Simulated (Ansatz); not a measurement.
**CBrSi− (SMILES [Si-]#CBr): one structure at several levels**

How do the functionals fare away from a minimum? The structure is a structure displaced at random from a GFN2-xTB minimum.

The runs use Ansatz 0.2.0, Gaussian basis; single points in def2-TZVPPD.

Cores are frozen in the correlated methods. Filled d shells of the heavier atoms are correlated.

**1. The starting structure**

SMILES `[Si-]#CBr`, 3 atoms, charge -1, spin multiplicity 1.

Atoms are counted from 1 here; the program's logs count them from 0.

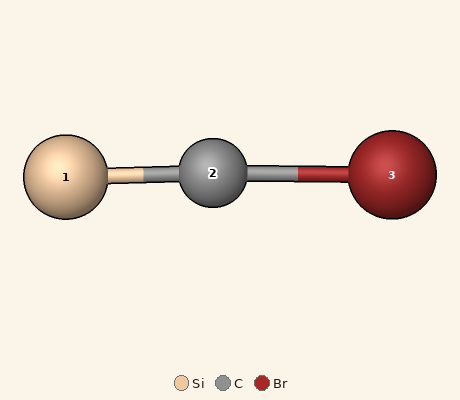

As it starts; silicon light orange, carbon grey, bromine red; atoms are numbered from 1 in the order of the file.

As a file:

```xyz
3
charge -1, multiplicity 1
Si    1.3490    0.9513    0.8626
C     0.0918    0.0409    0.0582
Br   -1.4740   -0.9967   -0.9450
```

**2. CCSD(T)/def2-TZVPPD**

run/in.yaml reads:

```yaml
crystal:
  periodic: [false, false, false]
  atoms:
    - {symbol: Si, position_ang: [1.349000, 0.951300, 0.862600]}
    - {symbol: C, position_ang: [0.091800, 0.040900, 0.058200]}
    - {symbol: Br, position_ang: [-1.474000, -0.996700, -0.945000]}
basis:
  gaussian: {orbitals: "def2-TZVPPD.json"}
total_charge: -1
correlation: {method: ccsd_t}
output: {forces: true}
```

The basis file named in the input lies beside it (Basis Set Exchange, JSON).

The command line of these runs was not kept.

**3. PBE0-D4/def2-TZVPPD**

Changes to run/in.yaml since step 2:

```diff
@@ -9,3 +9,3 @@
 total_charge: -1
-correlation: {method: ccsd_t}
-output: {forces: true}
+hamiltonian: {xc: pbe0, dispersion: d4}
+output: {forces: true, orbitals: {seedname: orbitals}}
```

**4. wB97M-V/def2-TZVPPD**

Changes to run/in.yaml since step 3:

```diff
@@ -9,3 +9,3 @@
 total_charge: -1
-hamiltonian: {xc: pbe0, dispersion: d4}
-output: {forces: true, orbitals: {seedname: orbitals}}
+hamiltonian: {xc: {name: wB97M-V}}
+output: {forces: true}
```

**5. r2SCAN-D4/def2-TZVPPD**

Changes to run/in.yaml since step 4:

```diff
@@ -9,3 +9,3 @@
 total_charge: -1
-hamiltonian: {xc: {name: wB97M-V}}
+hamiltonian: {xc: r2scan, dispersion: d4}
 output: {forces: true}
```

**6. PBE-D4/def2-TZVPPD**

Changes to run/in.yaml since step 5:

```diff
@@ -9,3 +9,3 @@
 total_charge: -1
-hamiltonian: {xc: r2scan, dispersion: d4}
+hamiltonian: {xc: pbe, dispersion: d4}
 output: {forces: true}
```

**7. revPBE-D4/def2-TZVPPD**

Changes to run/in.yaml since step 6:

```diff
@@ -9,3 +9,3 @@
 total_charge: -1
-hamiltonian: {xc: pbe, dispersion: d4}
+hamiltonian: {xc: {name: revPBE}, dispersion: d4}
 output: {forces: true}
```

**8. r2SCANh-D4/def2-TZVPPD**

Changes to run/in.yaml since step 7:

```diff
@@ -9,3 +9,3 @@
 total_charge: -1
-hamiltonian: {xc: {name: revPBE}, dispersion: d4}
+hamiltonian: {xc: {name: r2SCANh}, dispersion: d4}
 output: {forces: true}
```

(Steps that only read results are left out.)

What does the calculation give? Wanted: RMS force component; RMS force error; HOMO and LUMO, PBE0-D4; T1 diagnostic.

The runs gave:

| quantity | value |
| --- | --- |
| RMS force component | 1.074 to 1.553 eV/Å over the methods |
| RMS force error | PBE0-D4 0.412, wB97M-V 0.589, r2SCAN-D4 0.307, PBE-D4 0.140, revPBE-D4 0.126, r2SCANh-D4 0.386 eV/Å |
| HOMO and LUMO, PBE0-D4 | -0.91 and 2.78 eV |
| T1 diagnostic | 0.017 |

**Reading.** On forces the order runs from revPBE-D4 to wB97M-V. Frozen-core CCSD(T) forces in triple zeta carry basis errors of their own, and this is one geometry, so small gaps rank nothing. The restricted Hartree–Fock reference is unstable towards an unrestricted one at one or more of these structures.
